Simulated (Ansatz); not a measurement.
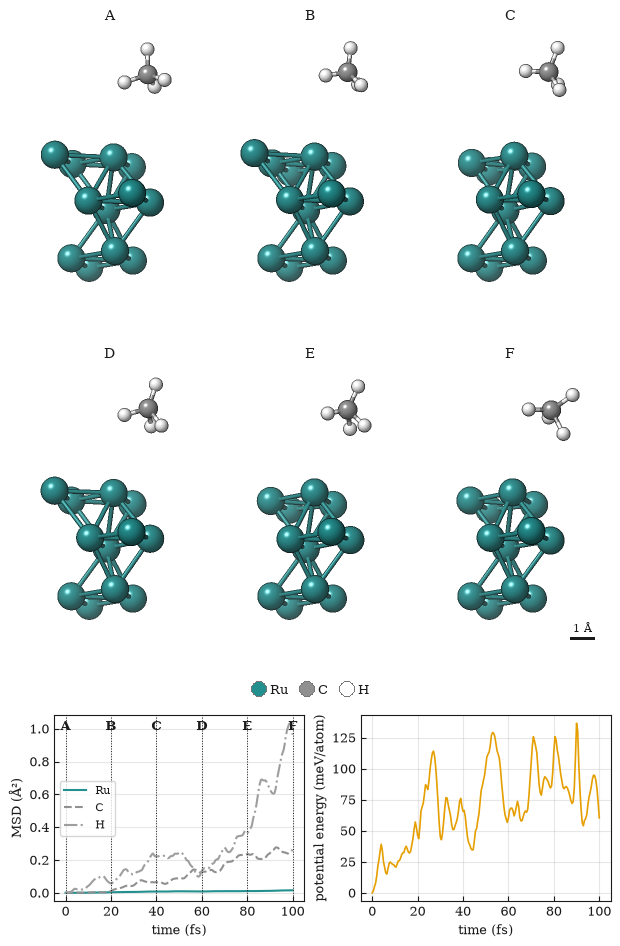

Molecular dynamics of CH4 on Ru(0001) (17 atoms in the cell), 100 fs long. Frames (A at 0 fs, B at 20 fs, C at 40 fs, D at 60 fs, E at 80 fs, F at 100 fs) and the history of the run. A ball-and-stick model of the simulation cell, with the vacuum cut short, seen from a free direction. Atoms that leave the cell re-enter on the other side. Bonds to atoms that aren't drawn are left out.

The calculation used Ansatz 0.2.0, DFT r2SCAN-D3(BJ), scalar-relativistic, plane waves, PAW. Set-up: plane-wave cutoff 500 eV; k-point mesh 2 × 2 × 1; Fermi-Dirac smearing 0.05 eV; low-accuracy preset; 4 atoms held fixed; Langevin thermostat (NVT); set temperature 2400 K; time step 0.5 fs; friction 1 per fs.

Q: What do the frames and curves show?

A: Over the second half the temperature averages 2440 K (spread ±521 K). The potential energy in the second half lies on average 88.2 meV per atom above the first frame. In the second half of the run the atoms are, in the root-mean-square, this far from where they began (common drift taken out): H 0.64 Å, C 0.43 Å, Ru 0.10 Å. The run lasts only 100 fs, too short to tell vibration from diffusion. The friction is so strong that the slow modes are overdamped, and the motion no longer resembles free dynamics.

Limits of the set-up: the k-point mesh is coarse for a cell with partly filled bands; the program's low-accuracy preset was used; the periodic images lie only 5.4 Å apart, so the values are limited by the cell's size.

The run took 9.2 min on 4 threads of AMD EPYC 9R45 96-Core Processor (Zen 5) (shared host), peak memory 2 GiB.
